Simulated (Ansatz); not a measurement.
Partial pair distribution functions of a relaxed model of amorphous Hf20Al20O70, broadened by 0.06 Å; density 6.60 g/cm³. These are PBE, scalar-relativistic without spin-orbit coupling (plane waves to 420 eV, PAW; Ansatz, a first-principles code) values and carry that method's errors.

It comes from a melt-quench run on a machine-learned potential (CHGNet), relaxed afterwards by DFT. O atoms were pushed apart under 1.9 Å during the dynamics, to hinder bonds among them. The hot cell started wider than the set density and was brought back towards it in steps. It is the lowest in DFT energy of 4 quenches. It is a model cell: composition and starting density were chosen by hand, and all elements were melted together. No dispersion term was used. Its density started from a set value of 6.72 and ended at 6.60 g/cm³. Cooling (nominally 600 K/ps over its main leg) ran many orders faster than in experiment, which tends to leave more defects and strain. One small periodic cell is one sample of the glass; other quenches scatter about these values. Volume and shape were free in the relaxation.

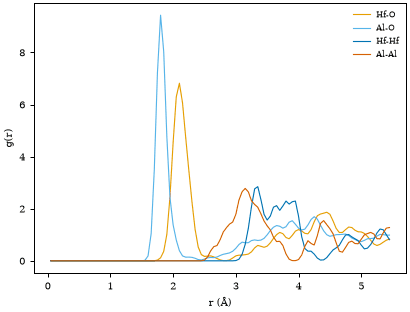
Partial pair distribution functions

Highest peaks under 4.5 Å: Hf-O near 2.10 Å, Al-O near 1.80 Å, Hf-Hf near 3.35 Å, Al-Al near 3.15 Å; pairs of few atoms are noisy.

Within 2.76 Å each Hf has 6.25 O neighbours on average.
